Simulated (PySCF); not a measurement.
## Electronic structure of AlN (triplet) in real space

```json
{"atom": "Al", "x (Å)": "0.0000", "y (Å)": "0.0000", "z (Å)": "-0.6123"}
{"atom": "N", "x (Å)": "0.0000", "y (Å)": "0.0000", "z (Å)": "1.1797"}
```

Level of theory: PySCF 2.14.0, PBE0/def2-TZVPP, non-relativistic Hamiltonian with scalar-relativistic core potentials where named, at a bond length of 1.792 Å.

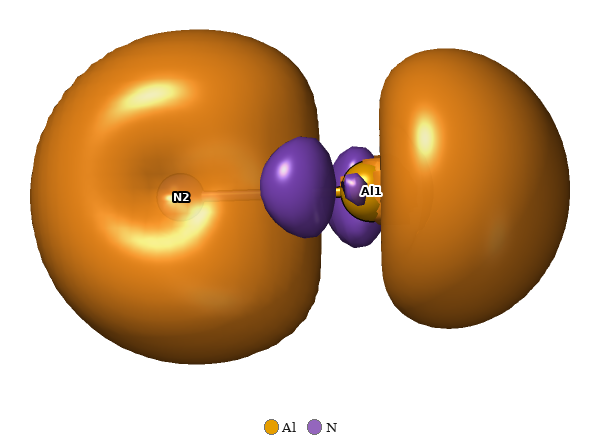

Figure 1. Isosurfaces of the spin density (α minus β) at +0.02 (orange) and −0.02 e/Å³ (purple), seen from one side.

Describe the spin distribution.

The unpaired spin (2 electrons) lies mostly on N2 (about 1.5) and Al1 (about 0.5), in electrons by Hirshfeld's partition.

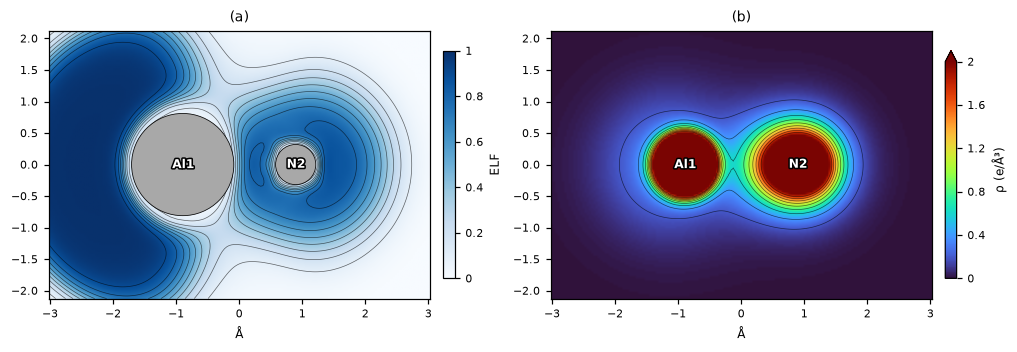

Figure 2. (a) electron localisation function; (b) electron density on a plane that holds the molecular axis. Grey discs cover the atomic cores in the ELF map.

Interpret the plot.

Atoms in the plane: Al and N.
Al–N (1.79 Å): ρ is about 0.72 e/Å³ halfway; the ELF peaks at about 0.85 in the valence shell of N, 0.6 Å from its nucleus, and is about 0.50 at the midpoint.
The ELF also peaks beside N2, away from the bonds: non-bonding electrons, paired or unpaired.

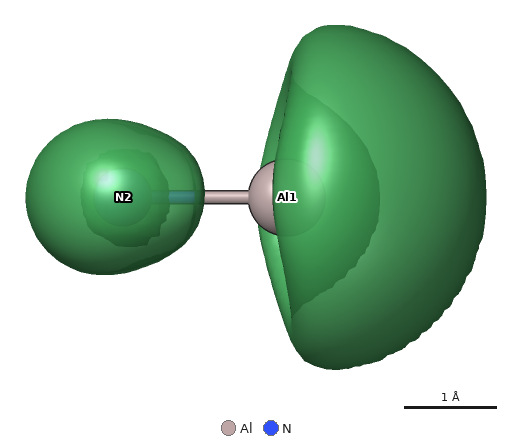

Figure 3. Isosurface of the electron localisation function at 0.75 (green), seen from one side. Core shells and regions of very low density are left out.

What do the ELF domains correspond to?

At this value the surface marks out one lobe on Al, pointing away from the bonds (non-bonding electrons) and one region wrapped around N (its valence shell).
